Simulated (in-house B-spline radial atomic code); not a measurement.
**RPA and GW calculation, with input and output: Mg⁸⁺**

System: Mg⁸⁺, configuration [He] 2s2.
Method: RPA, second-order and SOSEX correlation energies and G0W0 (contour deformation) on a scalar-relativistic (spin-free one-electron X2C) mean field, all electrons, B-spline basis (in-house B-spline radial atomic code).

### Summary

- outcome: converged
- mean-field total energy: −162.25222 hartree
- total energy with exact exchange alone: −162.25222 hartree
- exact exchange energy: −9.32578 hartree
- RPA correlation, extrapolated in the angular momentum of the empty orbitals: −0.38333 hartree
- RPA correlation, as summed: −0.38301 hartree
- direct second-order term: −0.59480 hartree
- second-order exchange term: 0.29378 hartree
- SOSEX term: 0.18877 hartree
- hardware: 1 thread of Arm Neoverse N1, 98 GiB of memory available, shared host
- wall time: 5.2 s

### Remarks

Limits: spin-orbit coupling, Breit and QED terms are absent.

### Input file
```
Z = 12
electrons = 4.0
configuration = [He] 2s2
hamiltonian = x2c
method = slater
lmax = 9
rms_radius = 3.057
spin_polarised = False
box_radius = 7.7
intervals = 99
ion_configuration = [He] 2s1
```

Launched within a batch (the task file carries these settings):
```bash
python <driver script> task.json out
```

The program writes its results to a structured record and prints no log; tables and figures of this report are taken from that record.

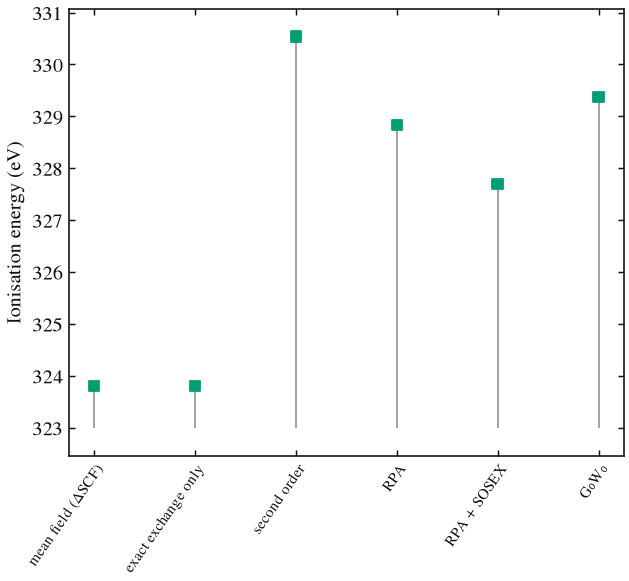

The ionisation energy of Mg⁸⁺ ([He] 2s² → [He] 2s) across levels of theory. All-electron spherical atom, scalar X2C, Slater potential start, no spin-orbit coupling, Breit or QED terms; computed with a B-spline radial code. Differences of total energies, each species on its own start, beside the G₀W₀ level. The values run from 323.80 eV (mean field (ΔSCF) and exact exchange only) to 330.54 eV (second order).

```tsv
Method	Ionisation energy (eV)
mean field (ΔSCF)	323.80
exact exchange only	323.80
second order	330.54
RPA	328.84
RPA + SOSEX	327.69
G₀W₀	329.38
```
